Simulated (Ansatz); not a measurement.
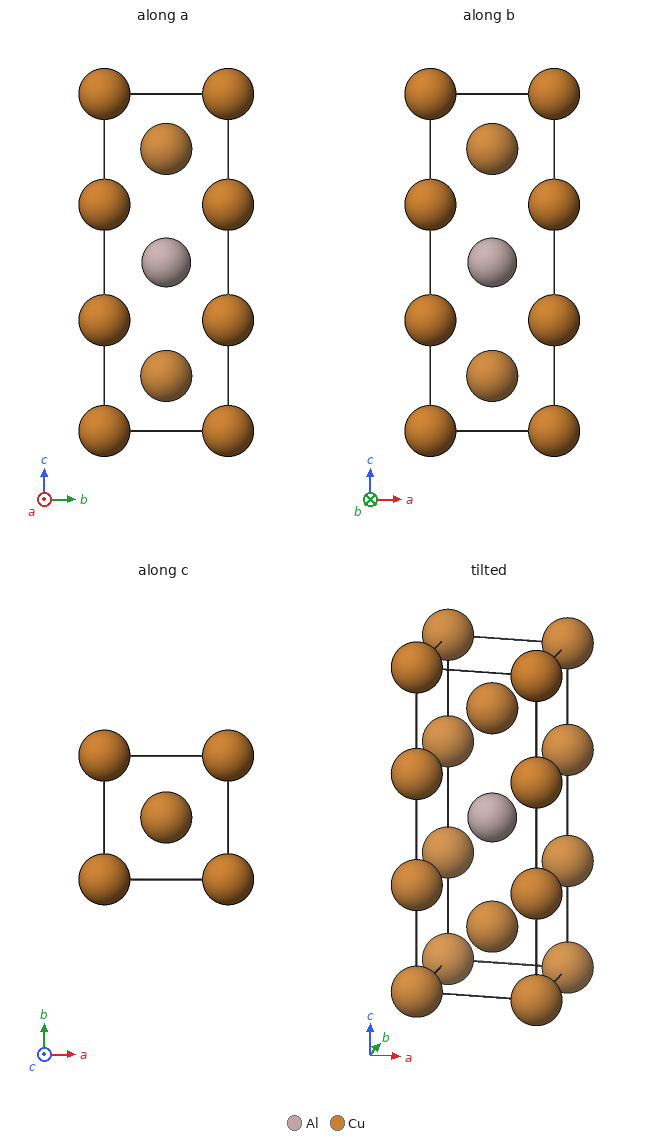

The figure gives a spheres-only picture of the atoms, viewed along the a axis, along the b axis, along the c axis and slightly off an axis. The conventional unit cell is outlined; an atom on or near a face, edge or corner is repeated at each equivalent position.

Lattice parameters: a = 3.012 Å, b = 3.012 Å, c = 8.205 Å, α = 90.00°, β = 90.00°, γ = 90.00°.

> From the views, write a table of Wyckoff sites, with free fractional coordinates to two decimals.

Space group P4/mmm (No. 123).
```tsv
atom	site	x	y	z
Al	1d	0.50	0.50	0.50
Cu	2h	0.50	0.50	0.84
Cu	2g	0.00	0.00	0.67
Cu	1a	0.00	0.00	0.00
```

Its origin is a structure type filled with these elements by a generator (whether the compound takes this form wasn't checked). The final geometry of a relaxation with DFT PBE, scalar-relativistic, plane waves, PAW (Ansatz) is shown.
